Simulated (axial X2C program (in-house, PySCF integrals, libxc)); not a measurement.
# A two-component session on SnNi: properties at the nuclei

Wanted for SnNi: properties at the nuclei, at the two-component level.

Computed with an in-house X2C program for linear molecules on PySCF integrals. Level: two-component X2C with atomic mean-field terms, Sn dyall-cv3z, Ni dyall-cv3z.

All values are calculated.

### 1 Set-up

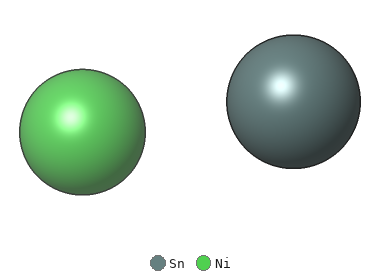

The two atoms at 2.500 Å (tin teal, nickel green).

The input, task.json:

```json
{
 "zs": [
  50,
  28
 ],
 "q": 0,
 "bas": [
  "dyall-cv3z",
  "dyall-cv3z"
 ],
 "r0": 2.5,
 "levels": [
  "PBE0",
  "HF",
  "TPSSh",
  "PBE50",
  "BHandHLYP"
 ],
 "nst": 3
}
```

Keys: zs atomic numbers; q charge; bas basis sets; r0 starting distance in Å; levels methods (HF also brings MP2); nst determinants followed.

Started as:

```
> python soeom.py task.json out
```

Nuclei are Gaussian, cores are contracted, and the Gaunt term is on.

### 2 Expectation values, lowest determinant

R = 2.459 Å. State: Ω = 3 (excess of +ω over −ω: ω = 1/2, ω = 5/2).

Output of the PBE0 run:

```text
two-component X2C + atomic mean field  PBE0
basis functions 234  fitting functions 1248  grid points 5800
iter        total energy     max residual
   1      -7693.141372269     2.58e+00
   2      -7693.623248032     5.41e-02
   3      -7693.626722996     4.29e-02
   4      -7693.628467337     1.81e-02
   5      -7693.628631829     9.33e-03
   6      -7693.628774122     7.29e-04
   7      -7693.628774848     5.85e-04
   8      -7693.628777770     8.65e-05
   9      -7693.628777809     3.57e-05
  10      -7693.628777818     1.09e-05
  11      -7693.628777821     9.35e-06
converged
one-electron -11198.60547219  Coulomb 3437.61469878  exact exchange -56.54108377  xc functional -173.40822186  nuclear repulsion 301.28023395  atomic mean-field constant -3.96893274
```

The highest occupied spinor is 79% Sn p, 10% Ni p, 8% Ni d.

```csv
level,Eeff magnitude (GV/cm),Ws magnitude Sn (kHz),A∥/gI Sn (MHz),qzz Sn (a.u.),A∥/gI Ni (MHz),qzz Ni (a.u.),μ (D)
PBE0,1.09,0.228,389,-4.24,478,-2.67,0.85
HF,1.23,0.283,360,-5.71,485,-3.10,2.53
TPSSh,0.92,0.192,379,-3.76,486,-2.58,0.79
PBE50,1.21,0.263,386,-5.07,465,-2.87,1.59
BHandHLYP,1.56,0.337,361,-4.86,443,-2.84,1.19
```

Eeff is the effective electric field on the electron dipole moment in this Ω state and Ws the scalar–pseudoscalar constant (defined with the proton number Z and per Ω); A∥ is the parallel hyperfine constant, which follows by multiplying with the nuclear g factor gI = μI/(I μN); qzz is the electric field gradient, eQq0 = 234.96 MHz × Q/barn × qzz; μ is positive if Ni is the positive end. The operators were transformed with the bare-nucleus X2C matrices.

### 3 Expectation values, a higher determinant

R = 2.459 Å. State: Ω = 2 (excess of +ω over −ω: ω = -1/2, ω = 5/2), 0.01 eV above the lowest in the PBE0 search for states (made at or near this distance, with looser thresholds).

Output of the PBE0 run:

```text
two-component X2C + atomic mean field  PBE0
basis functions 234  fitting functions 1248  grid points 5800
iter        total energy     max residual
   1      -7693.141913398     2.59e+00
   2      -7693.623238073     5.16e-02
   3      -7693.626653043     4.12e-02
   4      -7693.628330468     1.75e-02
   5      -7693.628470027     9.20e-03
   6      -7693.628612978     6.50e-04
   7      -7693.628613329     5.62e-04
   8      -7693.628615965     6.87e-05
   9      -7693.628615983     2.70e-05
  10      -7693.628615987     4.85e-06
converged
one-electron -11198.65214029  Coulomb 3437.66086921  exact exchange -56.54054837  xc functional -173.40809776  nuclear repulsion 301.28023395  atomic mean-field constant -3.96893274
```

The highest occupied spinor is 82% Sn p, 10% Ni p, 6% Ni d.

```csv
level,Eeff magnitude (GV/cm),Ws magnitude Sn (kHz),A∥/gI Sn (MHz),qzz Sn (a.u.),A∥/gI Ni (MHz),qzz Ni (a.u.),μ (D)
PBE0,1.11,0.328,-575,-4.34,518,-2.67,0.87
HF,2.21,0.715,-513,-5.94,453,-3.10,2.88
TPSSh,0.845,0.25,-562,-3.87,527,-2.58,0.79
PBE50,1.37,0.424,-567,-5.15,501,-2.87,1.65
BHandHLYP,1.73,0.526,-540,-4.88,511,-2.84,1.23
```

### 4 Expectation values, a higher determinant

R = 2.459 Å. State: Ω = 1 (excess of +ω over −ω: 2 × ω = 1/2), 0.12 eV above the lowest in the PBE0 search for states (made at or near this distance, with looser thresholds).

Output of the PBE0 run:

```text
two-component X2C + atomic mean field  PBE0
basis functions 234  fitting functions 1248  grid points 5800
iter        total energy     max residual
   1      -7693.149623140     2.42e+00
   2      -7693.618534790     5.21e-02
   3      -7693.621829722     4.05e-02
   4      -7693.623226116     1.73e-02
   5      -7693.623343988     1.06e-02
   6      -7693.623492275     5.65e-04
   7      -7693.623494879     2.39e-04
   8      -7693.623495297     3.98e-05
   9      -7693.623495311     1.58e-05
  10      -7693.623495316     1.01e-05
  11      -7693.623495319     7.02e-06
converged
one-electron -11199.37091167  Coulomb 3438.43317334  exact exchange -56.55107863  xc functional -173.44597958  nuclear repulsion 301.28023395  atomic mean-field constant -3.96893274
```

The highest occupied spinor is 80% Sn p, 10% Ni p, 8% Ni d.

```csv
level,Eeff magnitude (GV/cm),Ws magnitude Sn (kHz),A∥/gI Sn (MHz),qzz Sn (a.u.),A∥/gI Ni (MHz),qzz Ni (a.u.),μ (D)
PBE0,0.99,0.611,1160,-4.66,704,3.23,1.25
HF,0.833,0.606,985,-5.93,655,2.44,2.99
TPSSh,0.915,0.562,1140,-4.16,805,3.23,1.22
PBE50,0.904,0.602,1140,-5.49,629,3.03,2.03
BHandHLYP,1.34,0.861,1050,-5.23,564,3.10,1.63
```

### 5 Summary of results

| quantity | value |
| --- | --- |
| lowest determinant | Ω = 3 (excess of +ω over −ω: ω = 1/2, ω = 5/2) |
| Eeff magnitude (GV/cm), PBE0 | 1.09 |
| Ws magnitude Sn (kHz), PBE0 | 0.228 |
| A∥/gI Sn (MHz), PBE0 | 389 |
| qzz Sn (a.u.), PBE0 | -4.24 |
| higher determinant | Ω = 2 (excess of +ω over −ω: ω = -1/2, ω = 5/2) |
| Eeff magnitude (GV/cm), PBE0, higher determinant | 1.11 |
| Ws magnitude Sn (kHz), PBE0, higher determinant | 0.328 |
| A∥/gI Sn (MHz), PBE0, higher determinant | -575 |
| qzz Sn (a.u.), PBE0, higher determinant | -4.34 |
| higher determinant | Ω = 1 (excess of +ω over −ω: 2 × ω = 1/2) |
| Eeff magnitude (GV/cm), PBE0, higher determinant | 0.99 |
| Ws magnitude Sn (kHz), PBE0, higher determinant | 0.611 |
| A∥/gI Sn (MHz), PBE0, higher determinant | 1160 |
| qzz Sn (a.u.), PBE0, higher determinant | -4.66 |

In the first state, the effective field runs from 0.92 to 1.56 GV/cm over the mean-field levels. The expectation values come from single determinants, which for open shells can mix terms of unlike spin or miss the lowest Ω, so a determinant need not be a state. Eeff is the effective electric field on the electron dipole moment in this Ω state and Ws the scalar–pseudoscalar constant (defined with the proton number Z and per Ω); A∥ is the parallel hyperfine constant, which follows by multiplying with the nuclear g factor gI = μI/(I μN); qzz is the electric field gradient, eQq0 = 234.96 MHz × Q/barn × qzz; μ is positive if Ni is the positive end. The operators were transformed with the bare-nucleus X2C matrices. A second determinant lies within 0.1 eV of the first, so their order is not settled at this level.
